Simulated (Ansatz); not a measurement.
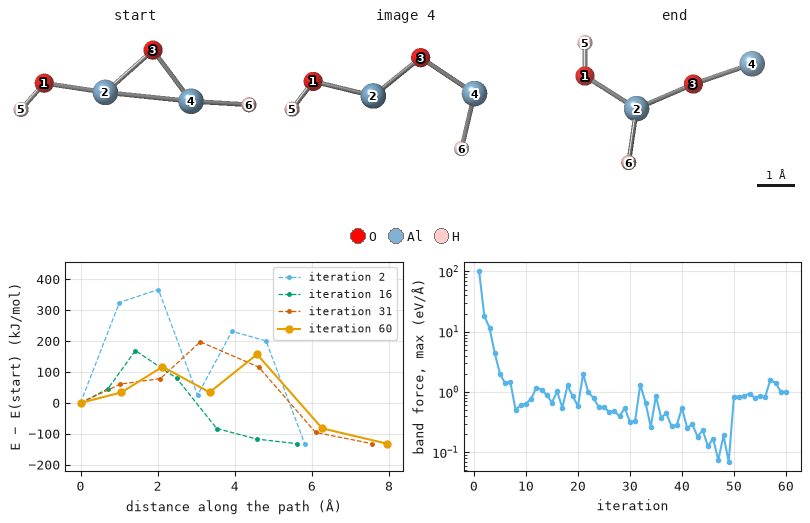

A nudged-elastic-band calculation for Al$_{2}$H$_{2}$O$_{2}$. Images are numbered from 0 (start) to 6 (end). The plot follows the band through its iterations. A ball-and-stick model, seen face on.

Computed with Ansatz 0.2.0, RKS PBE-D4/def2-SVP.

The input:
```yaml
crystal:
  periodic: [false, false, false]
  atoms:
    - { symbol: O, position_ang: [0.169403, -1.026539, -2.071915] }
    - { symbol: Al, position_ang: [-0.043666, -0.220565, -0.576338] }
    - { symbol: O, position_ang: [0.931393, -0.289939, 0.888117] }
    - { symbol: Al, position_ang: [-0.248442, 0.849421, 1.543648] }
    - { symbol: H, position_ang: [-0.437944, -0.912915, -2.820702] }
    - { symbol: H, position_ang: [-0.328544, 1.536538, 2.99099] }
basis:
  gaussian: { orbitals: def2-SVP }
hamiltonian:
  xc: pbe
  dispersion: d4
neb:
  order_check: false
  images: 5
  f_tol: 0.05
  max_iterations: 60
  final_atoms:
    - { symbol: O, position_ang: [-0.66238113, -0.22594213, -1.61652931] }
    - { symbol: Al, position_ang: [-0.49535913, 0.35241741, -0.01137158] }
    - { symbol: O, position_ang: [0.80208121, -0.14335501, 1.00886818] }
    - { symbol: Al, position_ang: [2.0506804, -0.56353494, 2.12790463] }
    - { symbol: H, position_ang: [-0.04792197, -0.85153953, -2.03057465] }
    - { symbol: H, position_ang: [-1.60489938, 1.36795519, 0.47550274] }
  initial_path:
    images:
      - { positions_ang: [[0.169403, -1.026539, -2.071915], [-0.043666, -0.220565, -0.576338], [0.931393, -0.289939, 0.888117], [-0.248442, 0.849421, 1.543648], [-0.437944, -0.912915, -2.820702], [-0.328544, 1.536538, 2.99099]] }
      - { positions_ang: [[-0.07911714, -0.99148012, -1.91372158], [0.02008948, -0.34534841, -0.37541136], [1.11563091, -0.25396467, 0.98582491], [-0.03764245, 0.9249292, 1.62604767], [-0.42127511, -0.63401386, -2.59837097], [-0.55548569, 1.23587886, 2.22943133]] }
      - { positions_ang: [[-0.32763728, -0.95642123, -1.75552816], [0.08384496, -0.47013183, -0.17448472], [1.29986882, -0.21799035, 1.08353283], [0.1731571, 1.0004374, 1.70844733], [-0.40460621, -0.35511271, -2.37603994], [-0.78242739, 0.93521973, 1.46787266]] }
      - { positions_ang: [[-0.57615741, -0.92136235, -1.59733474], [0.14760044, -0.59491524, 0.02644191], [1.48410674, -0.18201602, 1.18124074], [0.38395664, 1.0759456, 1.790847], [-0.38793732, -0.07621157, -2.15370891], [-1.00936908, 0.63456059, 0.70631399]] }
      - { positions_ang: [[-0.60489865, -0.68955561, -1.60373293], [-0.06671942, -0.27913769, 0.01383741], [1.25676489, -0.16912902, 1.12378322], [0.93953123, 0.52945209, 1.90319955], [-0.27459887, -0.33465422, -2.11266416], [-1.20787918, 0.87902546, 0.62937691]] }
      - { positions_ang: [[-0.63363989, -0.45774887, -1.61013112], [-0.28103928, 0.03663986, 0.00123292], [1.02942305, -0.15624201, 1.0663257], [1.49510581, -0.01704143, 2.01555209], [-0.16126042, -0.59309688, -2.0716194], [-1.40638928, 1.12349032, 0.55243982]] }
      - { positions_ang: [[-0.66238113, -0.22594213, -1.61652931], [-0.49535913, 0.35241741, -0.01137158], [0.80208121, -0.14335501, 1.00886818], [2.0506804, -0.56353494, 2.12790463], [-0.04792197, -0.85153953, -2.03057465], [-1.60489938, 1.36795519, 0.47550274]] }
```

Command:
```bash
ansatz run input.yaml --threads 1 --pin off --max-ram 2048MiB --backend cpu --events-out ev --progress --plain --runs-dir out
```

Did the band converge, and can the barrier be trusted?

Answer. The result isn't final. The band hadn't converged when the run stopped after 60 iterations. The largest component of the band force went from 100 to 1 eV/Å. The barrier read from it is provisional: over the last two iterations the highest image moved from 133.2 kJ/mol to 157.3 kJ/mol. The first iteration put the highest image at 2435.1 kJ/mol. Forward barrier 157.3 kJ/mol, backward barrier 289.1 kJ/mol, with image 4 at the top; the reaction energy is −131.8 kJ/mol. The profile has 2 maxima (images 2, 4) with a dip at image 3 (+34.5 kJ/mol), which on an unconverged band is provisional.

Cost: 19 min on 1 thread of Intel(R) Xeon(R) Processor @ 2.50GHz (Skylake/Cascade Lake), on a shared host, peak memory 0.15 GiB.
